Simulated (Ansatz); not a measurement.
Nudged elastic band of CH8NO2SbSi (part 2 of 2)

The same run, continued: CH8NO2SbSi, SMILES N[C](O)([SbH2])[SiH2]O; RKS BHLYP-D4/def2-SVP (Ansatz 0.2.0). The run did not end well. It belongs to a series of runs on one base structure; here: band between the two ends.

Geometry of the input (Å):
```
N  -0.5095  -1.3195  1.0239
C  0.4248  -0.4631  0.3619
O  1.6662  -0.4840  1.0370
Sb 0.9722  -1.1976  -1.6692
Si -0.2418  1.3074  0.3378
O  -1.7822  1.3012  -0.2818
H  -0.3505  -2.3076  0.8839
H  -1.4721  -1.0968  0.8180
H  1.4659  -0.5021  1.9754
H  1.8489  0.1856  -2.1448
H  -0.4643  -0.5870  -2.3864
H  -0.3594  1.7876  1.7310
H  0.6738  2.1708  -0.4365
H  -1.8849  1.1759  -1.2215
```

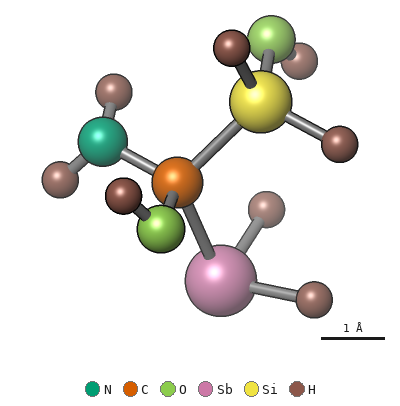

**Figure 1.** The structure as given in the input (ball-and-stick view, seen at a tilt). Sticks mark near contacts.

```
Unfinished report: {"positions_ang":[[0.23478470236072232,-1.2489259195169697,1.1885882274344142],[0.5027951990616365,-0.22696230218002128,0.2130287483555431],[1.7181855200272462,0.41167339437505657,0.5312013807948227],[0.7190411972011084,-1.0575296880172451,-1.8638147507899536],[-0.8793920997616822,1.053076011449799,0.2513685573657766],[-2.238193227643898,0.16813052281235402,-0.11751401843510177],[0.8363744353270253,-2.05639993207628,1.0922063392469628],[-0.7245501834914897,-1.5645154592878425,1.1579807382254945],[1.7404439559061426,0.47593415324797483,1.4887153136287048],[2.3966489029699938,-0.7678689084088578,-1.921641078632231],[0.38042625379039696,0.40488016656505527,-2.6745511243165794],[-0.9722796807351718,1.6485757761331525,1.6087163470331938],[-0.6417374480466095,2.134843458951888,-0.726552094873156],[-3.085546526965421,0.5958897259519353,-0.19893158503788794]],"unchecked":["starts","cluster_reference","orbital_swaps","neighbouring_geometries","increment"],"mean_field":{"relativity":"none","state":{"energy":{"ev":-21153.21625665252,"hartree":-777.366359267026},"converged":true,"gradient_ev":0.000020174595195740062,"stability":{"kind":"minimum","curvature_ev":31.112369597185506},"curvature_floor_ev":0.00030000000000000003,"spin_squared":-4.263256414560601e-14},"others":[],"fillings":{"estimated":0,"unestimated":0,"tried":0,"untried":0,"excluded_magnetic_sites":0},"n_dropped_functions":0,"n_trapped_functions":0,"passes":{"evaluations":4,"products":27},"factors":{"origin":"Cholesky decomposition","count":1585,"bound_ev":0.000623399891106466},"gradient_stop_ev":0.00009,"reference_kind":"stationary","functional":{"name":"BHLYP","citations":["Becke, J. Chem. Phys. 98, 1372 (1993) doi:10.1063/1.464304","Becke, Phys. Rev. A 38, 3098 (1988) doi:10.1103/PhysRevA.38.3098","Lee, Yang & Parr, Phys. Rev. B 37, 785 (1988) doi:10.1103/PhysRevB.37.785"],"text":"name \"BHLYP\"\ncite \"Becke, J. Chem. Phys. 98, 1372 (1993) doi:10.1063/1.464304\"\ncite \"Becke, Phys. Rev. A 38, 3098 (1988) doi:10.1103/PhysRevA.38.3098\"\ncite \"Lee, Yang & Parr, Phys. Rev. B 37, 785 (1988) doi:10.1103/PhysRevB.37.785\"\nparameter a = 0.5\nexchange = (1 - a)*b88_x + a*exact_x\ncorrelation = lyp_c\n","parameters":{"a":{"value":0.5,"default":0.5}},"final_grid":{"core_spheres":13.0,"valence_spheres":11.0,"degree":36.0},"final_grid_parameter_source":"default","radial_points_factor":1.0,"radial_grid_error_ev":4.671919181681796e-7,"grid_sensitivity":"normal","grid_sensitivity_ratio":0.0009331686670994504},"unsmoothed_excess_ev":-0.00020153639099907848,"symmetry":{"irreps":["A"],"axes":[[0.9178955985700911,0.3722357432618543,-0.13750716913655434],[-0.38327491938294617,0.9214002503876891,-0.06420213982025555],[0.10280080883752918,0.11163391072518417,0.9884178588423781]],"occupied":[{"A":37},{"A":37}]},"held":{"pivots":1585,"left_out":0,"joined":0},"density_repulsion":{"missed_ev":0.000023425606038322296,"excess_ev":5.977163648402409e-9,"most_excess_ev":0.0001998,"are_drawn_again":false,"n_first_factors":1585,"energy_change_ev":0.0,"n_dropped_ends":0}},"factors":{"origin":"Cholesky decomposition","count":1585,"bound_ev":0.000623399891106466},"n_frozen":0,"n_occupied":[37,37],"n_virtual":[103,103],"reference":{"ev":-21153.21625665252,"hartree":-777.366359267026},"dispersion":{"energy":{"ev":-0.5398886726850693,"hartree":-0.019840542771490357},"switches_in_reach":[]},"total":{"ev":-21153.756145325202,"hartree":-777.3861998097975},"forces_ev_per_angstrom":[[0.0008537872788755806,-0.002923812967037435,-0.0018030529785801816],[-0.004059582015354459,-0.0055515842088114465,-0.0009287238182206278],[0.0013962935923182377,0.0021024004441289115,-0.0005948360625139121],[-0.00019553823303041992,-0.0000266129370280338,-0.001580237883315419],[-0.006687902288579064,-0.011765270806070616,-0.0007202224299143606],[0.012558012524751899,0.0359360727288109,0.007060096036498519],[0.0007655199627534777,0.001079494734402794,0.0007881019104414833],[-0.0007438979416916174,0.0035203296226367013,-0.0017899118479273144],[-0.00005094559071857491,0.0007068550037049341,-0.0001325940871550451],[-0.00006330816699505991,-0.0016651439461712132,0.001849081919477684],[0.0021108545439192574,0.000650012728760435,0.00041753645199551874],[0.00048621778621705386,0.0001309558415163413,-0.0008305211027287954],[-0.00025106433866796396,-0.0005847017178009228,0.00016285091081706736],[-0.006118447116981906,-0.02160899452035668,-0.0018975670174795302]],"charge_distribution":{"dipole_moment_e_ang":[-0.42675868592043825,-0.03771759344568753,0.19781706289887588],"mulliken_charges_e":[-0.2441507916201724,-0.17767573875662457,-0.3345645900991734,0.32493066566655315,0.7507740488634127,-0.4786954930563123,0.10753860457843001,0.12026228391995797,0.17005010452299674,-0.08032228975072675,-0.09889399859376491,-0.13618862915023167,-0.12232999706087022,0.1992658205364738],"lowdin_charges_e":[0.10974747485029646,-0.32572412127000483,0.1001992303721746,0.28627666455997414,0.25282343005047103,0.015714290736639214,-0.012030393855388288,-0.0006373117203841705,-0.03412373146308423,-0.08657885343115734,-0.08674348029537127,-0.10422499162650012,-0.09735844242068725,-0.01733976448708141]},"n_threads":2,"memory_gib":2.556818182580173,"seconds":{"hamiltonian":6.164676814,"orbitals":0.0,"second_order":0.0,"solver_start":0.0,"cycles":0.0,"cycle":0.0,"perturbative":0.0,"full_ci_increment":0.0,"forces":0.0}}
this run last wrote the band of iteration 35 to [file]
Error: NEB band did not converge after 35 iterations: max|band force component| = 4.41e-2 eV/Å (threshold 3.0e-2); raise `neb.max_iterations` in a new run, which can start from the last band evaluated (`neb.initial_path`, with `crystal.atoms` and `neb.final_atoms` set to its first and last images), add images, or start from endpoints closer to local minima. Where this run's directory can be resumed (`checkpoint.write`), a resume goes on for up to `neb.max_iterations` more; to start a new run from the last band, take its images' positions from the `neb_iteration` event of iteration 35 (`data.images[].positions_ang`), in the event stream of the run that computed that iteration (not this run's, if it was resumed behind it). With `checkpoint.write`, `steps/00-neb/state/checkpoint.json` in the run directory holds the last saved band, under `neb.evaluated.images[].positions_ang` (a band under a hybrid functional on support functions is neither saved nor resumed: `neb.initial_path` says where its path is): check the last entry of `neb.iterations` there, which is earlier than 35 if that iteration was not saved or its write failed. If the band's step has no `state` directory and holds `state.next`, a write was cut short, and the file is under `state.next` instead (behind a loss of power it can be under `state.prev`)
this run wrote the band of iteration 35 to [file] as well, whether or not its events were kept: a new run's `neb.initial_path` can list its `images[].positions_ang`
a run's events are kept only if it was started with --events-out <file>, and are in that file
```

## The last band as extended XYZ (Å, eV, eV/Å)
```
14
Properties=species:S:1:pos:R:3:forces:R:3 image=0 energy=-21153.89571
N    -0.5095   -1.3195    1.0239   -0.0055  -0.0003   0.0113
C     0.4248   -0.4631    0.3619    0.0029   0.0065  -0.0103
O     1.6662   -0.4840    1.0370    0.0048  -0.0027  -0.0014
Sb    0.9722   -1.1976   -1.6692   -0.0030   0.0012  -0.0079
Si   -0.2418    1.3074    0.3378   -0.0011   0.0030   0.0039
O    -1.7822    1.3012   -0.2818    0.0026  -0.0041   0.0077
H    -0.3505   -2.3076    0.8839    0.0041  -0.0034  -0.0027
H    -1.4721   -1.0968    0.8180   -0.0045   0.0017  -0.0034
H     1.4659   -0.5021    1.9754   -0.0017  -0.0003   0.0009
H     1.8489    0.1856   -2.1448   -0.0050  -0.0040   0.0038
H    -0.4643   -0.5870   -2.3864    0.0100  -0.0003   0.0062
H    -0.3594    1.7876    1.7310    0.0005   0.0035   0.0013
H     0.6738    2.1708   -0.4365   -0.0010  -0.0014  -0.0005
H    -1.8849    1.1759   -1.2215   -0.0030   0.0005  -0.0089
14
Properties=species:S:1:pos:R:3:forces:R:3 image=1 energy=-21153.87818
N    -0.3861   -1.3550    1.0495   -0.0028   0.0016  -0.0026
C     0.4574   -0.4451    0.3367    0.0062  -0.0070  -0.0003
O     1.7117   -0.3422    0.9802   -0.0011  -0.0006   0.0065
Sb    1.0352   -1.1853   -1.6835    0.0006   0.0105   0.0023
Si   -0.3673    1.2561    0.2955    0.0038   0.0034  -0.0013
O    -1.9620    1.0500   -0.1219   -0.0098   0.0149   0.0196
H    -0.1408   -2.3286    0.9336   -0.0038   0.0001  -0.0024
H    -1.3670   -1.2255    0.8480   -0.0011   0.0017  -0.0012
H     1.5345   -0.3426    1.9235   -0.0013  -0.0011   0.0028
H     2.0347    0.1375   -2.0740   -0.0129   0.0166  -0.0069
H    -0.3092   -0.4660   -2.4683   -0.0128  -0.0163   0.0040
H    -0.3325    1.8160    1.6648    0.0056  -0.0030   0.0054
H     0.3295    2.1558   -0.6477    0.0036   0.0005   0.0032
H    -2.2512    1.2457   -1.0074    0.0256  -0.0214  -0.0290
14
Properties=species:S:1:pos:R:3:forces:R:3 image=3 energy=-21153.81073
N    -0.0864   -1.3342    1.1484   -0.0028  -0.0039  -0.0093
C     0.5068   -0.3536    0.2852   -0.0043   0.0049   0.0047
O     1.7750    0.0075    0.7876    0.0036  -0.0060   0.0131
Sb    0.9545   -1.1540   -1.7612    0.0239  -0.0069   0.0021
Si   -0.6195    1.1562    0.2212    0.0055   0.0029  -0.0072
O    -2.0891    0.5146   -0.2149    0.0085  -0.0113  -0.0067
H     0.3341   -2.2498    1.0620   -0.0102  -0.0043  -0.0016
H    -1.0830   -1.4212    1.0087   -0.0060   0.0031  -0.0073
H     1.6862    0.0311    1.7428   -0.0040  -0.0083   0.0109
H     2.3188   -0.1746   -2.0257   -0.0054   0.0518  -0.0041
H    -0.0515   -0.0694   -2.6147   -0.0298  -0.0404   0.0043
H    -0.6895    1.7792    1.5684    0.0062   0.0061  -0.0064
H    -0.1406    2.1672   -0.7438    0.0117  -0.0035  -0.0096
H    -2.8288    1.0718   -0.4352    0.0032   0.0157   0.0171
14
Properties=species:S:1:pos:R:3:forces:R:3 image=4 energy=-21153.76812
N     0.0689   -1.2949    1.1797   -0.0067  -0.0072   0.0072
C     0.5112   -0.2911    0.2521   -0.0062  -0.0014  -0.0080
O     1.7643    0.2046    0.6654    0.0043  -0.0018   0.0086
Sb    0.8313   -1.1161   -1.8156    0.0133  -0.0002   0.0048
Si   -0.7483    1.1108    0.2278   -0.0041  -0.0022  -0.0042
O    -2.1601    0.3367   -0.1859    0.0076  -0.0101  -0.0041
H     0.5786   -2.1645    1.0966   -0.0054  -0.0008   0.0010
H    -0.9169   -1.4949    1.0851   -0.0035   0.0021  -0.0013
H     1.7270    0.2507    1.6233    0.0014  -0.0033   0.0060
H     2.3952   -0.4693   -1.9886    0.0013   0.0257  -0.0076
H     0.1401    0.1990   -2.6549   -0.0202  -0.0150  -0.0007
H    -0.8475    1.7183    1.5799    0.0032   0.0028  -0.0018
H    -0.3814    2.1657   -0.7387    0.0061   0.0001  -0.0056
H    -2.9754    0.8159   -0.2974    0.0088   0.0116   0.0056
14
Properties=species:S:1:pos:R:3:forces:R:3 image=5 energy=-21153.75594
N     0.2348   -1.2489    1.1886    0.0009  -0.0029  -0.0018
C     0.5028   -0.2270    0.2130   -0.0041  -0.0056  -0.0009
O     1.7182    0.4117    0.5312    0.0014   0.0021  -0.0006
Sb    0.7190   -1.0575   -1.8638   -0.0002   0.0000  -0.0016
Si   -0.8794    1.0531    0.2514   -0.0067  -0.0118  -0.0007
O    -2.2382    0.1681   -0.1175    0.0126   0.0359   0.0071
H     0.8364   -2.0564    1.0922    0.0008   0.0011   0.0008
H    -0.7246   -1.5645    1.1580   -0.0007   0.0035  -0.0018
H     1.7404    0.4759    1.4887   -0.0001   0.0007  -0.0001
H     2.3966   -0.7679   -1.9216   -0.0001  -0.0017   0.0018
H     0.3804    0.4049   -2.6746    0.0021   0.0006   0.0004
H    -0.9723    1.6486    1.6087    0.0005   0.0001  -0.0008
H    -0.6417    2.1348   -0.7266   -0.0003  -0.0006   0.0002
H    -3.0855    0.5959   -0.1989   -0.0061  -0.0216  -0.0019
14
Properties=species:S:1:pos:R:3:forces:R:3 image=7 energy=-21153.78127
N     0.5375   -1.1229    1.0830    0.0013   0.0022  -0.0211
C     0.4709   -0.0532    0.1271   -0.0160  -0.0122   0.0127
O     1.5633    0.8156    0.3081    0.0054   0.0098   0.0008
Sb    0.5843   -0.7997   -1.9800    0.0047  -0.0051  -0.0030
Si   -1.1266    0.9187    0.3607   -0.0031  -0.0171   0.0009
O    -2.3368   -0.2194    0.3395    0.0087   0.0373  -0.0209
H     1.2683   -1.7935    0.8850   -0.0014   0.0012  -0.0008
H    -0.3404   -1.6115    1.1870    0.0001   0.0027  -0.0049
H     1.6970    0.8844    1.2562   -0.0031  -0.0001   0.0013
H     2.2090   -1.2643   -1.7450    0.0035  -0.0045   0.0007
H     1.0294    0.6945   -2.6681    0.0193   0.0052   0.0032
H    -1.0820    1.6385    1.6558   -0.0017   0.0018  -0.0041
H    -1.3027    1.8955   -0.7382   -0.0016  -0.0013  -0.0066
H    -3.1841   -0.0119   -0.0423   -0.0159  -0.0197   0.0417
14
Properties=species:S:1:pos:R:3:forces:R:3 image=8 energy=-21153.78482
N    -0.0151   -1.2680    0.9796   -0.0049  -0.0070  -0.0095
C     0.3957   -0.1485    0.1860   -0.0082  -0.0003   0.0007
O     1.6545    0.3155    0.6141    0.0020   0.0002   0.0004
Sb    0.6168   -0.6881   -1.9750    0.0084  -0.0058  -0.0014
Si   -0.8639    1.2510    0.3561    0.0022   0.0038   0.0068
O    -2.3914    0.6346    0.1407    0.0094   0.0023  -0.0042
H     0.4721   -2.1278    0.7669   -0.0078   0.0097   0.0053
H    -1.0121   -1.4267    0.9609    0.0150   0.0006   0.0005
H     1.6525    0.2473    1.5716    0.0006  -0.0017   0.0014
H     1.7392   -1.9113   -1.5841   -0.0030   0.0055  -0.0019
H     1.8363    0.4448   -2.3270   -0.0034  -0.0029   0.0008
H    -0.8035    1.7968    1.7269    0.0003   0.0013   0.0034
H    -0.5573    2.2995   -0.6443   -0.0003  -0.0018   0.0001
H    -2.7367    0.5517   -0.7435   -0.0102  -0.0041  -0.0025
```
